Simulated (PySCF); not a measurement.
## Electronic structure of C$_{5}$H$_{11}$FSi (SMILES CC/C(=C\[SiH3])CF) in real space

```json
{"atom": "C", "x (Å)": "-1.5484", "y (Å)": "1.2923", "z (Å)": "0.0659"}
{"atom": "C", "x (Å)": "-0.8387", "y (Å)": "0.2412", "z (Å)": "-0.7897"}
{"atom": "C", "x (Å)": "-0.0433", "y (Å)": "-0.7102", "z (Å)": "0.0595"}
{"atom": "C", "x (Å)": "1.2437", "y (Å)": "-0.5491", "z (Å)": "0.3490"}
{"atom": "Si", "x (Å)": "2.3557", "y (Å)": "0.8460", "z (Å)": "-0.2398"}
{"atom": "C", "x (Å)": "-0.8545", "y (Å)": "-1.8657", "z (Å)": "0.5831"}
{"atom": "F", "x (Å)": "-0.1532", "y (Å)": "-2.6583", "z (Å)": "1.4553"}
{"atom": "H", "x (Å)": "-0.8234", "y (Å)": "1.8460", "z (Å)": "0.6569"}
{"atom": "H", "x (Å)": "-2.2597", "y (Å)": "0.8260", "z (Å)": "0.7437"}
{"atom": "H", "x (Å)": "-2.0887", "y (Å)": "1.9913", "z (Å)": "-0.5683"}
{"atom": "H", "x (Å)": "-0.1693", "y (Å)": "0.7461", "z (Å)": "-1.4870"}
{"atom": "H", "x (Å)": "-1.5838", "y (Å)": "-0.3132", "z (Å)": "-1.3663"}
{"atom": "H", "x (Å)": "1.7003", "y (Å)": "-1.2911", "z (Å)": "0.9926"}
{"atom": "H", "x (Å)": "2.4744", "y (Å)": "0.8216", "z (Å)": "-1.7022"}
{"atom": "H", "x (Å)": "3.6753", "y (Å)": "0.6584", "z (Å)": "0.3639"}
{"atom": "H", "x (Å)": "1.8218", "y (Å)": "2.1504", "z (Å)": "0.1664"}
{"atom": "H", "x (Å)": "-1.7389", "y (Å)": "-1.5098", "z (Å)": "1.1257"}
{"atom": "H", "x (Å)": "-1.1778", "y (Å)": "-2.5158", "z (Å)": "-0.2405"}
```

Geometry: GFN2-xTB.

Method: PBE0/pcSseg-1, SCF density, gas phase, non-relativistic in PySCF 2.14.0.

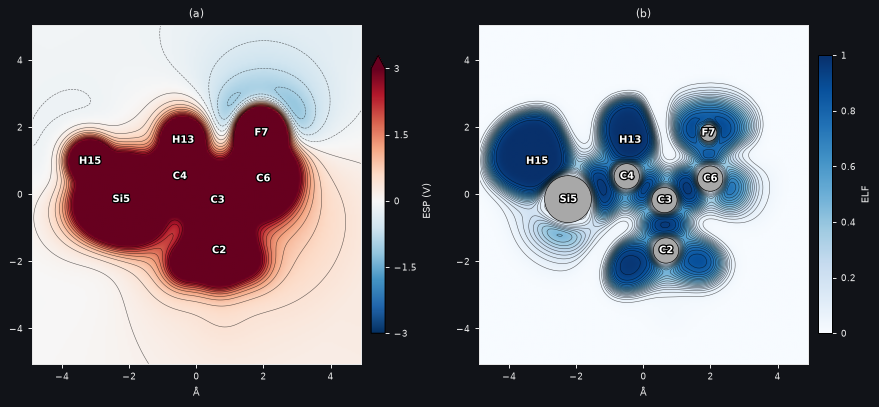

Figure 1. (a) electrostatic potential; (b) ELF on the plane of atoms C2, C3 and C6. Grey discs cover the atomic cores in the ELF map.

Q: Read the bonding off the picture.

A: The section cuts through C, Si, F and H sites. C–C (1.33 Å): the ELF peaks at about 0.95 between the atoms (a short, multiple covalent bond). C–F (1.37 Å): the ELF peaks at about 0.85 between the atoms; a polar covalent bond. C–Si (1.88 Å): the ELF peaks at about 0.95 between the atoms (localised, covalent bonding). C–H (1.08 Å): the ELF climbs to about 1 towards the hydrogen, as it does in any bond to H; a covalent bond by its length. C–C (1.50 Å): the ELF peaks at about 0.95 between the atoms, as expected for localised, covalent bonding. The ELF also peaks beside F7, away from the bonds: lone-pair regions. Outside the dense part of the molecule the potential is most negative (−1.1 V) near F7.

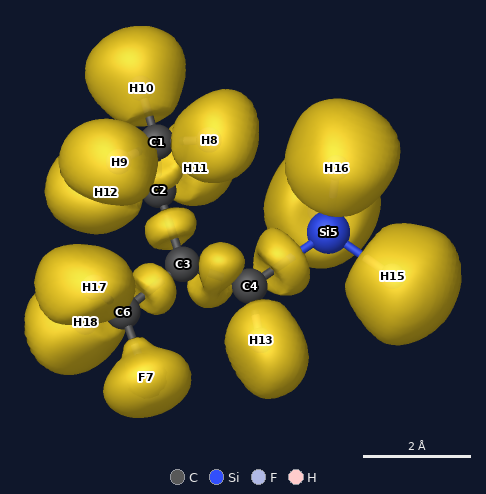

Figure 2. Isosurface of the electron localisation function at 0.75 (yellow), seen at a tilt. Core shells and regions of very low density are left out.

Q: Where are the electrons localised?

A: At this value the surface marks out four regions between bonded C–C atoms (shared pairs), one region between bonded C–Si atoms (shared pairs), eleven regions around hydrogen nuclei and one region on F in which the atom's valence shell and bonds are merged.

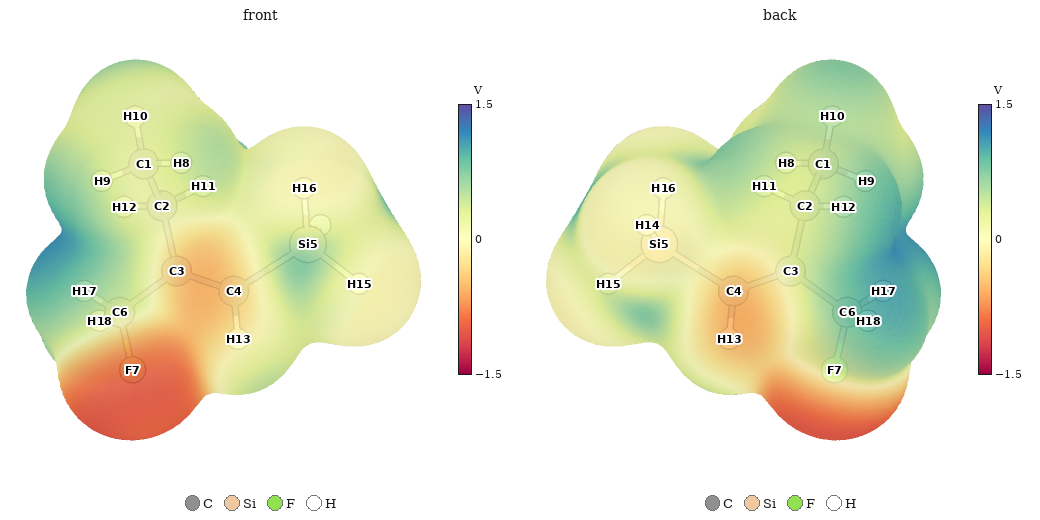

Figure 3. The molecular electrostatic potential painted on the density surface at 0.002 e/bohr³, seen from the front and from behind; red is negative and blue positive.

Q: Where is the surface potential most negative and most positive?

A: The most negative region (about −1.0 V, or −23 kcal/mol for a unit charge) lies over F7, the most positive (about +1.1 V, or +25 kcal/mol for a unit charge) over C6, H12, H17 and H18.

Q: What dipole moment does the calculation give?

A: Its dipole moment is 2.16 D.
